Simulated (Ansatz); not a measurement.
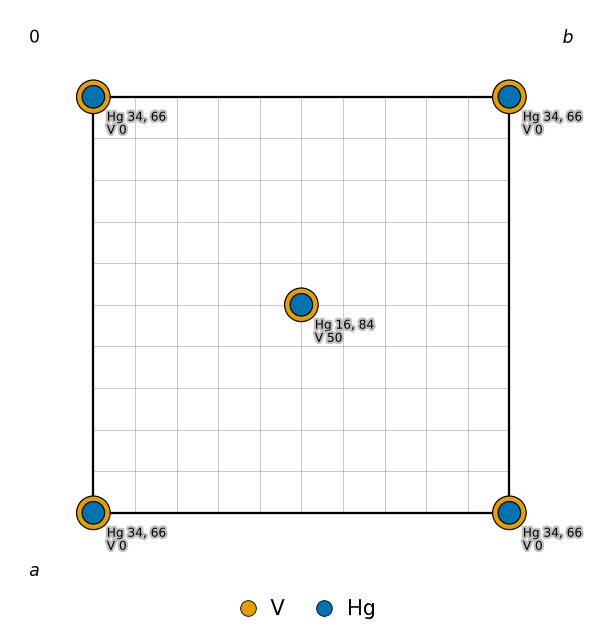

Plan of a unit cell projected along c (a down the page, b across); the numbers are heights in hundredths of c, and atoms on the cell's edges are repeated. The grid marks tenths of a and b. Source: the input geometry of an electronic-structure calculation (not necessarily at equilibrium); the starting structure was generated, so it need not be a known form of this composition. The drawing is computed from the coordinates (standard cell, symmetry found to 0.002 Å).

a = 3.542 Å, b = 3.542 Å, c = 8.670 Å, α = 90.00°, β = 90.00°, γ = 90.00°.

Question: What does the cell contain?

Answer: 2 V, 4 Hg: VHg2, Z = 2.

Question: Which space group?

Answer: No. 139, I4/mmm, body-centred tetragonal.

Question: Give the independent sites, coordinates to two places.

Answer:
```tsv
atom	site	symmetry	x	y	z
V	2a	4/mmm	0.00	0.00	0.00
Hg	4e	4mm	0.00	0.00	0.34
```
